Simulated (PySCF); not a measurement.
```xyz
13

O     0.8455    1.6259    0.3285
C     1.9511    1.1509    0.3606
O     2.2428   -0.0821   -0.0120
Si    0.9469   -1.0706   -0.5988
P    -0.6471   -1.1963    0.9705
Si   -1.9934    0.4916    0.2582
H     2.8487    1.7000    0.7109
H     1.5985   -2.3945   -0.7784
H     0.5317   -0.5043   -1.9135
H    -1.3364   -2.2425    0.2800
H    -1.8841    1.6323    1.2053
H    -1.7132    0.9282   -1.1408
H    -3.3852   -0.0551    0.3197
```

Geometry: PBE0-D3(BJ)/def2-SVP.

The calculation used PBE0/pcSseg-1, SCF density, gas phase, non-relativistic in PySCF.

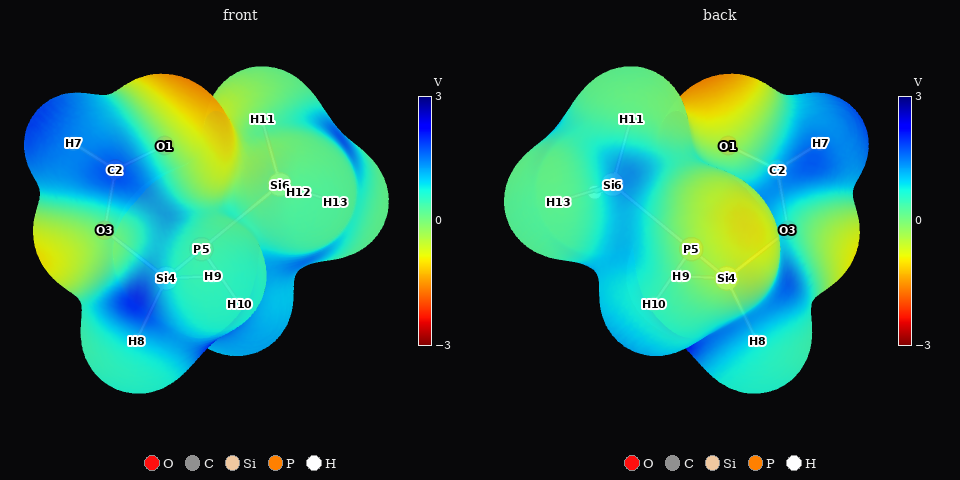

CH₇O₂PSi₂ (SMILES O=CO[SiH2]P[SiH3]). The electrostatic potential painted on the density surface at 0.004 e/bohr³, seen from the front and from behind; the colour scale runs from red (negative) to blue (positive).

Describe the electrostatic potential map.

The most negative region (about −1.5 V) lies over O1, the most positive (about +2.5 V) over Si4. O1 is the likeliest acceptor of a hydrogen bond.

How polar is the molecule by this calculation?

Its dipole moment is 1.49 D.
